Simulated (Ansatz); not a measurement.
| atom | x (Å) | y (Å) | z (Å) |
| --- | --- | --- | --- |
| Na | 3.5240 | -0.3031 | 1.7174 |
| Na | 1.5618 | -0.9707 | -0.9859 |
| Na | 0.3128 | 0.8130 | 1.8993 |
| Na | -2.9466 | 1.8335 | 1.8640 |
| Na | -0.5793 | -1.5337 | -3.5779 |
| Na | -1.8727 | 0.1610 | -0.9170 |

Geometry: B3LYP/def2-SVP.

Method: RKS PBE0/def2-TZVP (Ansatz).

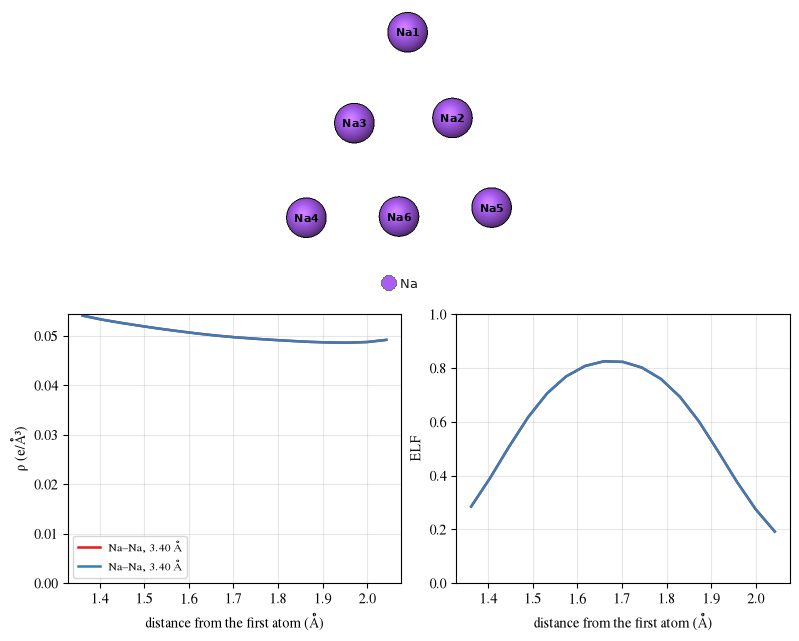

Na6. Total electron density and electron localisation function along straight lines between neighbouring atoms. The curves leave out the atomic cores. The structure is drawn too.

Question: What can be read from the curves?

Answer: Na–Na (3.40 Å): ρ at the midpoint is about 0.05 e/Å³; the ELF peaks at about 0.85 between the atoms.
Na1···Na3 (3.40 Å): the density falls to about 0.05 e/Å³ on the way; the ELF peaks at about 0.85 between the atoms.
